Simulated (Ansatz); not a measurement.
Fields on a plane of CsCl (CsCl type)

```
CsCl
1.0
    4.20527     0.00000     0.00000
    0.00000     4.20527     0.00000
    0.00000     0.00000     4.20527
Cs Cl
1 1
Direct
  0.00000   0.00000   0.00000
  0.50000   0.50000   0.50000
```

The slice is a {100} plane (indices of the conventional cell) through the point (0.500, 0.500, 0.500) (fractional), spanned by u = [100] and v = [010] in vectors of this cell: u (4.21 Å) and v (4.21 Å, at 90° to u). It covers one period; positions are fractions (u, v).

Atoms on it: Cl at (0.00, 0.00).

Method: PBE (plane waves to 420 eV, PAW, scalar-relativistic; Ansatz, an electronic-structure program). k mesh 8×8×8. These are valence fields of a PAW run, semicore shells included where kept as valence: close to a nucleus they are smooth pseudo fields. CsCl was relaxed with its symmetry unable to fall.

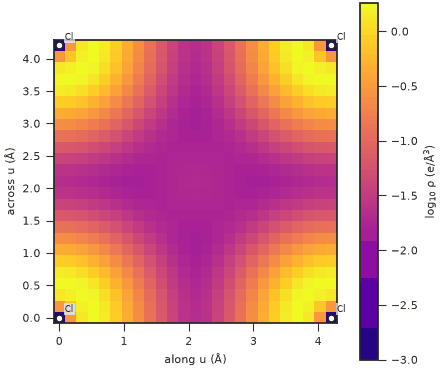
*Log₁₀ of the valence density in e/Å³, one period of the plane, atoms marked. The scale is logarithmic, as a density can span decades between atoms and voids; values under 0.001 e/Å³ are set to 0.001.*

```
|xxxxxxxxxxxx::##@@@@@@@@@@@@@@@@@@##::xxxxxxxxxx|
|xxxxxxxxxxxx--##@@@@@@@@@@@@@@@@@@##--xxxxxxxxxx|
|xxxxxxxxxx  ++%%@@@@@@@@@@@@@@@@@@%%++  xxxxxxxx|
|xxxxxxxxxx==##%%@@@@%%%%%%%%%%@@@@%%##==xxxxxxxx|
|xxxxxx  ==**%%%%%%%%%%%%%%%%%%%%%%%%%%**==  xxxx|
|..::--++##%%%%%%%%%%##########%%%%%%%%%%##++--::|
|######%%%%%%%%%%%%####******####%%%%%%%%%%%%####|
|@@@@@@@@@@%%%%%%##**************##%%%%%%@@@@@@@@|
|@@@@@@@@@@%%%%##****++++++++++****##%%%%@@@@@@@@|
|@@@@@@@@%%%%####**++++++++++++++**####%%%%@@@@@@|
|@@@@@@@@%%%%##****++++======++++****##%%%%@@@@@@|
|@@@@@@@@%%%%##****++++======++++****##%%%%@@@@@@|
|@@@@@@@@%%%%##****++++======++++****##%%%%@@@@@@|
|@@@@@@@@%%%%####**++++++++++++++**####%%%%@@@@@@|
|@@@@@@@@@@%%%%##****++++++++++****##%%%%@@@@@@@@|
|@@@@@@@@@@%%%%%%##**************##%%%%%%@@@@@@@@|
|######%%%%%%%%%%%%####******####%%%%%%%%%%%%####|
|..::--++##%%%%%%%%%%##########%%%%%%%%%%##++--::|
|xxxxxx  ==**%%%%%%%%%%%%%%%%%%%%%%%%%%**==  xxxx|
|xxxxxxxxxx==##%%@@@@%%%%%%%%%%@@@@%%##==xxxxxxxx|
|xxxxxxxxxx  ++%%@@@@@@@@@@@@@@@@@@%%++  xxxxxxxx|
|xxxxxxxxxxxx--##@@@@@@@@@@@@@@@@@@##--xxxxxxxxxx|
|xxxxxxxxxxxx::##@@@@@@@@@@@@@@@@@@##::xxxxxxxxxx|
|xxxxxxxxxxxx..##@@@@@@@@@@@@@@@@@@##..xxxxxxxxxx|
```
Scale: ten equal steps from 0.33 (start of ' ') to 5.81 (end of '@'), in the order ' .:-=+*#%@'. Values: electrostatic potential energy of an electron, from the cell's mean, in eV. The map has 24 points along u (two characters each, u = 0 at the left) and 24 along v (v = 0 in the bottom row). Points within 1 Å of a nucleus are blanked (x), as the pseudised field means little there. The zero, the cell's mean, hangs on the PAW cores.
